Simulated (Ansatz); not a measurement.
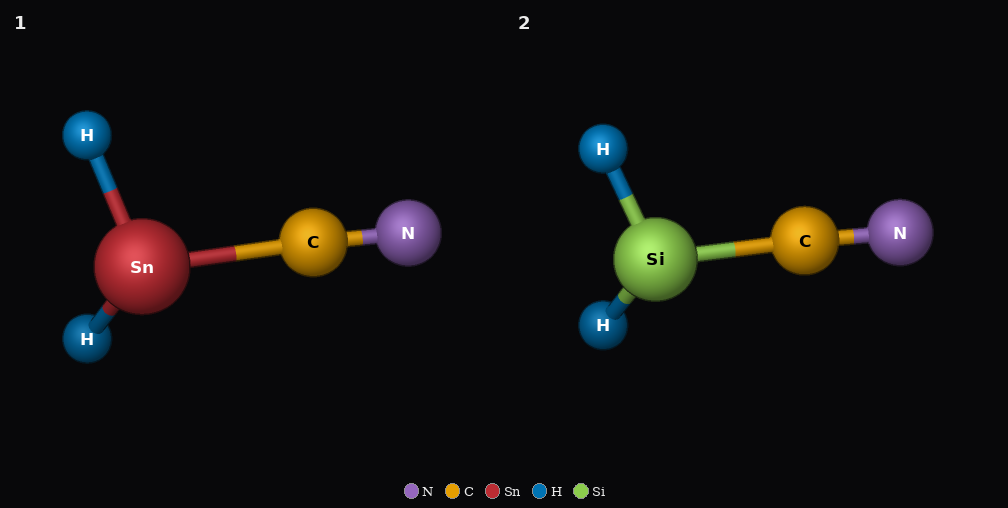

2 molecules with one skeleton, seen from the same side and at one scale. State: neutral, doublet. Computed geometries: PBE0-D4/def2-TZVP optimisations, one conformation each. Properties computed with Ansatz 0.2.0. Elements past Kr carry core potentials.

One atom differs, called X below: Sn in panel 1, Si in panel 2. Their formulas are CH2NSn (`N#[C][SnH2]`), CH2NSi (`N#C[SiH2]`).

> In which is the mean length of X–H larger (PBE0-D4/def2-TZVP)?

In panel 1 (X = Sn).

> In which is the mean angle C–X–H larger (PBE0-D4/def2-TZVP)?

In panel 2 (X = Si).

Give the values. With PBE0-D4/def2-TZVP: length of X–C (Å), mean length of X–H (Å), mean angle C–X–H (°), harmonic zero-point energy (kJ/mol). With B3LYP-D4/def2-TZVPP: dipole moment (D).

```json
{"quantity": "length of X–C (Å)", "1 (Sn)": "2.115", "2 (Si)": "1.830", "2 − 1": "−0.285"}
{"quantity": "mean length of X–H (Å)", "1 (Sn)": "1.710", "2 (Si)": "1.480", "2 − 1": "−0.230"}
{"quantity": "mean angle C–X–H (°)", "1 (Sn)": "105.7", "2 (Si)": "109.4", "2 − 1": "+3.7"}
{"quantity": "dipole moment (D)", "1 (Sn)": "4.31", "2 (Si)": "3.47", "2 − 1": "−0.84"}
{"quantity": "harmonic zero-point energy (kJ/mol)", "1 (Sn)": "52.2", "2 (Si)": "60.9", "2 − 1": "+8.7"}
```
